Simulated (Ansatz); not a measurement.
One crystal and one scan (scan of one atom of the cell) at two levels, PBE (plane waves to 420 eV, PAW, scalar-relativistic; Ansatz, an electronic-structure program) and r2SCAN (plane waves to 500 eV, PAW, scalar-relativistic; Ansatz), each from its own relaxed cell and on its own mesh. The cell shown is that of PBE.

TiAl$_{3}$ (D022 type, space group I4/mmm)

```yaml
crystal:
  lattice:
    - [-1.92294, 1.92294, 4.30997]
    - [1.92294, -1.92294, 4.30997]
    - [1.92294, 1.92294, -4.30997]
  atoms:
    - { symbol: Al, position: [0.50000, 0.50000, 0.00000] }
    - { symbol: Al, position: [0.75000, 0.25000, 0.50000] }
    - { symbol: Al, position: [0.25000, 0.75000, 0.50000] }
    - { symbol: Ti, position: [0.00000, 0.00000, 0.00000] }
```

In this cell atom 2 (Al, nearest neighbour Al at 2.719 Å; its periodic images, 3.8 Å or more away, move with it) is moved by s along Cartesian [111], unit vector (0.577, 0.577, 0.577); all other atoms and the cell stay fixed.

The energy includes the smearing's −TS. TiAl3 is run without spin polarisation. TiAl3 was relaxed with its symmetry unable to fall. With partly filled bands, energies and forces of such displacements shift with the k mesh and the smearing. Percentages come from the unrounded values. Both scans cover s from -0.270 to 0.270 Å.

```csv
quantity,PBE,r2SCAN,PBE − r2SCAN
Lattice constant a (Å),3.846,3.824,+0.022 (+0.6 %)
Lattice constant c (Å),8.620,8.561,+0.059 (+0.7 %)
Relaxed volume (Å³/atom),15.94,15.65,+0.29 (+1.8 %)
Energy at s = 0.270 Å (meV/cell),251,281,-30 (-11 %)
Force along the line at s = -0.270 Å (eV/Å),1.936,2.161,-0.225 (-10 %)
Force constant k = d²E/ds² at s = 0 (finite differences) (eV/Å²),6.59,7.39,-0.80 (-11 %)
```

PBE gives the higher value for: lattice constant a; lattice constant c; relaxed volume. PBE gives the lower value for: energy at s = 0.270 Å; force along the line at s = -0.270 Å; force constant k = d²E/ds² at s = 0. Both give the same symmetry of the curve: even: the same for both signs.

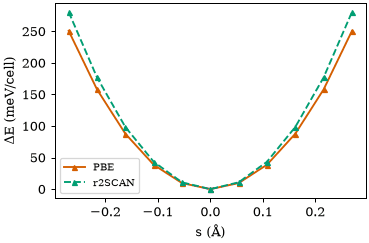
Figure. ΔE, each from the undisplaced structure of its own level.

(A displaced cell: forces are minus the slopes of the energy, force constants its curvatures, and phonons follow from these.)
